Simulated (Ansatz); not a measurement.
Energy against volume for ZrO2 (tetragonal-ZrO2 type, space group P4_2/nmc)

ZrO₂ (tetragonal-ZrO2 type, space group P4_2/nmc)

```cif
data_O4Zr2
_chemical_formula_sum 'Zr2 O4'
_space_group_name_H-M_alt 'P42/nmc :1'
_space_group_IT_number 137
_space_group_name_Hall 'P 4n 2n -1n'
_cell_length_a 3.58448
_cell_length_b 3.58448
_cell_length_c 5.17719
_cell_angle_alpha 90.000
_cell_angle_beta 90.000
_cell_angle_gamma 90.000
loop_
_space_group_symop_operation_xyz
  'x, y, z'
  '-y+1/2, x+1/2, z+1/2'
  '-x, -y, z'
  'y+1/2, -x+1/2, z+1/2'
  'x+1/2, -y+1/2, -z+1/2'
  '-y, -x, -z'
  '-x+1/2, y+1/2, -z+1/2'
  'y, x, -z'
  '-x+1/2, -y+1/2, -z+1/2'
  'y, -x, -z'
  'x+1/2, y+1/2, -z+1/2'
  '-y, x, -z'
  '-x, y, z'
  'y+1/2, x+1/2, z+1/2'
  'x, -y, z'
  '-y+1/2, -x+1/2, z+1/2'
loop_
_atom_site_label
_atom_site_type_symbol
_atom_site_symmetry_multiplicity
_atom_site_Wyckoff_symbol
_atom_site_fract_x
_atom_site_fract_y
_atom_site_fract_z
_atom_site_occupancy
Zr1 Zr 2 a 0.00000 0.00000 0.00000 1
O1 O 4 d 0.00000 0.50000 0.20147 1
```

E(V) scan at fixed shape, V₀ the volume above. The atoms relax within the cell's symmetry.

Method: PBEsol (plane waves to 420 eV, PAW, scalar-relativistic; Ansatz, a quantum-chemistry and plane-wave program). k mesh 10×10×7 (Γ-centred), Fermi-Dirac smearing 0.05 eV. Energies are smeared free energies. Compression counts positive. With the shape held, the modulus is that of even scaling; a crystal free to change shape is softer. This is a high-temperature form of ZrO2. ZrO2 is run without spin polarisation. ZrO2 was relaxed with its symmetry unable to fall. The zero of ΔE is the relaxed starting cell.

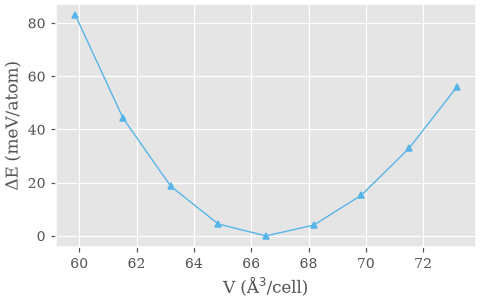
Figure: ΔE (meV/atom) against V (Å³/cell); computed points joined by lines.

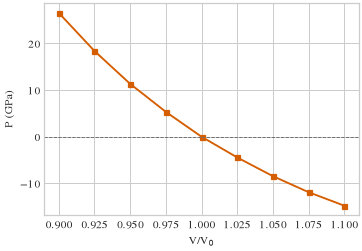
P (GPa) against V/V₀; one marker a computed point.

The energy cost of the largest expansion is 55.9 meV/atom, the pressure derivative B₀′ (fit) is 4.9 and the equilibrium volume of the fit is 11.09 Å³/atom. The bulk modulus at fixed cell shape B₀ (third-order Birch-Murnaghan fit) comes out as 195 GPa and the pressure for 5 % compression (fit) is 11.3 GPa.

Check by three points about V = 11.087 Å³/atom, step 0.277: d²E/dV² ≈ (4.4 − 2·0.0 + 4.0) meV / 0.277² = 0.109 eV/Å⁶, and V·d²E/dV² × 160.2 = 194 GPa.

(Under strain, the slope of the energy per volume gives the stress and its curvature an elastic modulus.)
